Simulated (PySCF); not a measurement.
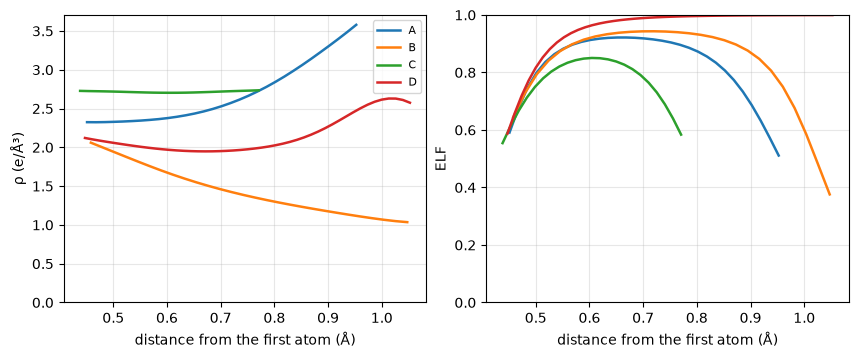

The picture shows: C7H5NP (charge −1). Total electron density and electron localisation function along straight lines between neighbouring atoms. The curves leave out the atomic cores.

Geometry: GFN2-xTB.

All numbers below come from B3LYP/def2-SVPD, SCF density, gas phase (PySCF 2.14.0).

| atom | x (Å) | y (Å) | z (Å) |
| --- | --- | --- | --- |
| C | 3.6448 | -0.4654 | -0.0709 |
| C | 2.7060 | 0.2931 | -0.1394 |
| P | 1.5390 | 1.5845 | -0.2726 |
| C | 0.0492 | 0.6622 | -0.0944 |
| C | -1.1912 | 1.3423 | -0.1423 |
| C | -2.3619 | 0.6464 | -0.0058 |
| N | -2.4475 | -0.6758 | 0.1750 |
| C | -1.2779 | -1.3214 | 0.2197 |
| C | -0.0457 | -0.7351 | 0.0977 |
| H | 4.4109 | -1.1835 | -0.0010 |
| H | -1.2027 | 2.4161 | -0.2868 |
| H | -3.3194 | 1.1633 | -0.0401 |
| H | -1.3605 | -2.3969 | 0.3674 |
| H | 0.8565 | -1.3302 | 0.1465 |

> Which curve belongs to which contact (C–C, C–H, C–N and C–P)? The first atom named is at distance zero.

Curve A: C–N (1.34 Å): ρ at the midpoint is about 2.5 e/Å³; the ELF peaks at about 0.90 between the atoms; localised, covalent bonding. Curve B: C–P (1.75 Å): ρ at the midpoint is about 1.2 e/Å³; the ELF peaks at about 0.95 between the atoms; localised, covalent bonding. Curve C: C–C (1.21 Å): ρ is about 2.7 e/Å³ halfway; the ELF peaks at about 0.85 between the atoms (a short, multiple covalent bond). Curve D: C–H (1.05 Å): ρ is about 2 e/Å³ halfway; the ELF climbs to about 1 towards the hydrogen, as it does in any bond to H (a covalent bond by its length).
